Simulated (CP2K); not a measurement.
# GFN2-xTB run of HBS (hydrogen boron sulfide)

What is the energy change on altering one bond length of HBS (hydrogen boron sulfide) at GFN2-xTB? 

Program for the calculation: CP2K 2026.2.

10 further runs of the same task are left out: 8 that didn't finish, 2 set aside as unsound or not needed.

## (1) The molecule

HBS has 3 atoms, charge 0, and is taken as a singlet. As SMILES, `B=S`. Geometry: relaxed at PBE0-D4/def2-TZVP.

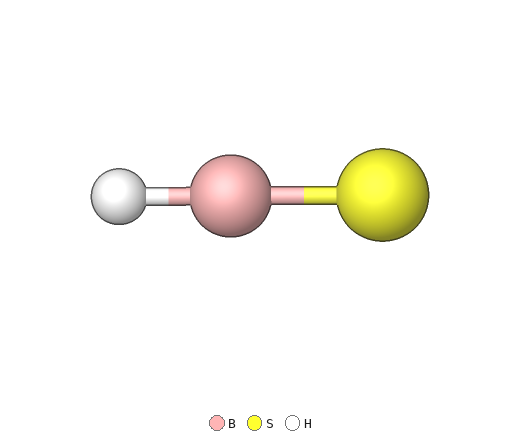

Viewed from a chosen angle; boron pink, sulfur yellow, hydrogen white.

## (2) The energy at GFN2-xTB

molecule.xyz

```xyz
3

B     -0.038660    -0.014560     0.134750
S      0.399170     0.147640    -1.393290
H     -0.360510    -0.133080     1.258530
```

job.inp

```
&GLOBAL
 PROJECT_NAME job
 RUN_TYPE ENERGY
 PRINT_LEVEL MEDIUM
&END GLOBAL

&FORCE_EVAL
 METHOD QUICKSTEP
 &DFT
  &QS
   METHOD XTB
   EPS_DEFAULT 1.0E-10
   &XTB
    GFN_TYPE TBLITE
    &TBLITE
     METHOD GFN2
    &END TBLITE
    CHECK_ATOMIC_CHARGES F
   &END XTB
  &END QS
  &POISSON
   PERIODIC NONE
   POISSON_SOLVER ANALYTIC
  &END POISSON
  &SCF
   SCF_GUESS ATOMIC
   EPS_SCF 1.0E-06
   MAX_SCF 150
   ADDED_MOS 8
   &DIAGONALIZATION
    ALGORITHM STANDARD
   &END DIAGONALIZATION
   &MIXING
    METHOD DIRECT_P_MIXING
    ALPHA 0.4
   &END MIXING
   &SMEAR ON
    METHOD FERMI_DIRAC
    ELECTRONIC_TEMPERATURE [K] 300
   &END SMEAR
  &END SCF
  &PRINT
   &MOMENTS
    PERIODIC F
    REFERENCE COM
    MAX_MOMENT 1
   &END MOMENTS
   &MO ON
    ENERGIES T
    OCCUPATION_NUMBERS T
    NDIGITS 6
    &EACH
     QS_SCF 0
    &END EACH
    ADD_LAST NUMERIC
   &END MO
   &HIRSHFELD OFF
   &END HIRSHFELD
  &END PRINT
 &END DFT
 &SUBSYS
  &CELL
   ABC 12.8 12.3 14.7
   PERIODIC NONE
  &END CELL
  &TOPOLOGY
   COORD_FILE_NAME molecule.xyz
   COORD_FILE_FORMAT XYZ
   &CENTER_COORDINATES
   &END CENTER_COORDINATES
  &END TOPOLOGY
 &END SUBSYS
&END FORCE_EVAL
```

Run with:

```console
$ OMP_NUM_THREADS=1 cp2k.psmp -i job.inp -o job.out
```

The program printed:

```text
CP2K| version string:                                       CP2K version 2026.2
[...]
 GLOBAL| Method name                                                        CP2K
[...]
 GLOBAL| Run type                                                         ENERGY
[...]
                             - Atoms:                                          3
[...]
                             - Spherical basis functions:                     14
[...]
 Number of electrons:                                                         10
[...]
  *** SCF run converged in    16 steps ***
[...]
  Fermi energy:                                                -0.28192409026408
[...]
 TB_DIPOLE| Moment [Debye]         -0.39421667      -0.14622104       1.37569988
 TB_DIPOLE| Derivative [a.u.]       0.00000000       0.00000000       0.00000000
[...]
 ENERGY| Total FORCE_EVAL ( QS ) energy [hartree]             -4.994540563785600
[...]
```

Run time: 0.26 s. Hardware: 1 thread of Arm Neoverse V1, shared host.

## (3) The distorted shape, same level

molecule.xyz

```xyz
3

B      0.009618     0.003218    -0.033820
S      0.447448     0.165418    -1.561860
H     -0.360510    -0.133080     1.258530
```

calc.inp

```
&FORCE_EVAL
 METHOD QS
 &DFT
  CHARGE 0
  MULTIPLICITY 1
  &QS
   METHOD XTB
   EPS_DEFAULT 1.0E-10
   &XTB
    GFN_TYPE TBLITE
    &TBLITE
     METHOD GFN2
    &END
    CHECK_ATOMIC_CHARGES F
   &END
  &END
  &POISSON
   PERIODIC NONE
   POISSON_SOLVER ANALYTIC
  &END
  &SCF
   SCF_GUESS ATOMIC
   EPS_SCF 1.0E-06
   MAX_SCF 150
   ADDED_MOS 8
   &DIAGONALIZATION
    ALGORITHM STANDARD
   &END
   &MIXING
    METHOD DIRECT_P_MIXING
    ALPHA 0.4
   &END
   &SMEAR ON
    METHOD FERMI_DIRAC
    ELECTRONIC_TEMPERATURE [K] 300
   &END
  &END
  &PRINT
   &MOMENTS
    PERIODIC F
    REFERENCE COM
    MAX_MOMENT 1
   &END
   &MO ON
    ENERGIES T
    OCCUPATION_NUMBERS T
    NDIGITS 6
    &EACH
     QS_SCF 0
    &END
    ADD_LAST NUMERIC
   &END
   &HIRSHFELD OFF
   &END
  &END
 &END
 &SUBSYS
  &CELL
   ABC [angstrom] 12.8 12.3 14.8
   PERIODIC NONE
  &END
  &TOPOLOGY
   COORD_FILE_NAME molecule.xyz
   COORD_FILE_FORMAT XYZ
   &CENTER_COORDINATES
   &END
  &END
 &END
&END
&GLOBAL
 PROJECT_NAME calc
 RUN_TYPE ENERGY
 PRINT_LEVEL MEDIUM
&END
```

Run with:

```console
$ OMP_NUM_THREADS=1 cp2k.psmp -i calc.inp > calc.out 2>&1
```

The program printed:

```text
CP2K| version string:                                       CP2K version 2026.2
[...]
 GLOBAL| Method name                                                        CP2K
[...]
 GLOBAL| Run type                                                         ENERGY
[...]
                             - Atoms:                                          3
[...]
                             - Spherical basis functions:                     14
[...]
 Number of electrons:                                                         10
[...]
  *** SCF run converged in    16 steps ***
[...]
  Fermi energy:                                                -0.28311378398933
[...]
 TB_DIPOLE| Moment [Debye]         -0.34388159      -0.12764489       1.19997735
 TB_DIPOLE| Derivative [a.u.]       0.00000000       0.00000000       0.00000000
[...]
 ENERGY| Total FORCE_EVAL ( QS ) energy [hartree]             -4.980984443626509
[...]
```

It took 0.26 s on 1 thread of Arm Neoverse V1, shared host.

## (4) Outcome

Level: GFN2-xTB.

```
                                                         quantity         value
                                        first shape: total energy   -4.99454 Eh
           first shape: dipole moment (from atomic charges alone)        1.44 D
                                         first shape: HOMO energy     -11.47 eV
                                         first shape: LUMO energy      -6.74 eV
                                       first shape: HOMO–LUMO gap       4.73 eV
                                   first shape: dispersion energy  -2.45 kJ/mol
                                    distorted shape: total energy   -4.98098 Eh
       distorted shape: dipole moment (from atomic charges alone)        1.25 D
                                     distorted shape: HOMO energy     -11.51 eV
                                     distorted shape: LUMO energy      -6.77 eV
                                   distorted shape: HOMO–LUMO gap       4.74 eV
                               distorted shape: dispersion energy  -2.51 kJ/mol
energy change with the B1–H3 bond stretched from 1.175 to 1.351 Å      0.369 eV
```

What this shows: With the B1–H3 bond stretched from 1.175 to 1.351 Å the energy rises by 0.37 eV (35.6 kJ/mol). The first shape isn't relaxed at this level, so the change isn't measured from a minimum. The dipole (first shape) comes from point charges on the atoms alone, without atomic dipoles, so it is partial. The dipole (distorted shape) comes from point charges on the atoms alone, without atomic dipoles, so it is partial.
